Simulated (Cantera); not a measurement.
Charge: 1 mol BN, 0.85 mol H₂O, 0.83 mol H₂, at 1773.15 K.

Method: chemical equilibrium by Gibbs-energy minimisation in Cantera with the NASA 1993 tables (ideal gas, pure condensed phases). Candidate condensed phases: B, BN, B₂O₃, B₃O₃H₃, H₂O; 39 gas species. Mutual solubility and eutectic melting of coexisting phases are not modelled. The tables' values for BH₂ are old estimates; treat these amounts as uncertain. Equilibrium is a limit: real reactors are often held back by kinetics, nucleation or transport.

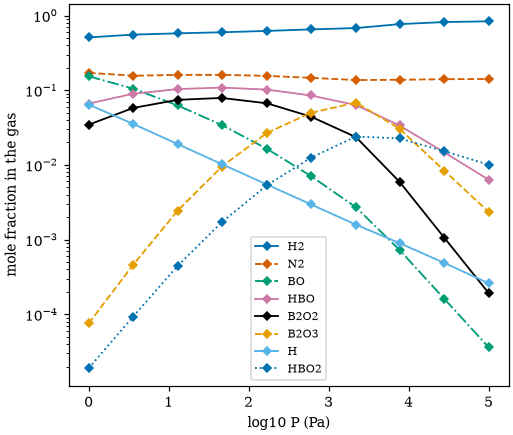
Figure. Equilibrium gas composition (values under 1e-9 drawn at 1e-9)

Task: Read off the mole fractions at 1.00 Pa.

Result: H₂ about 0.51, N₂ about 0.17, BO about 0.15, HBO about 0.066, H about 0.064, B₂O₂ about 0.035, B₂O₃ about 7.6e-5, HBO₂ about 1.9e-5.
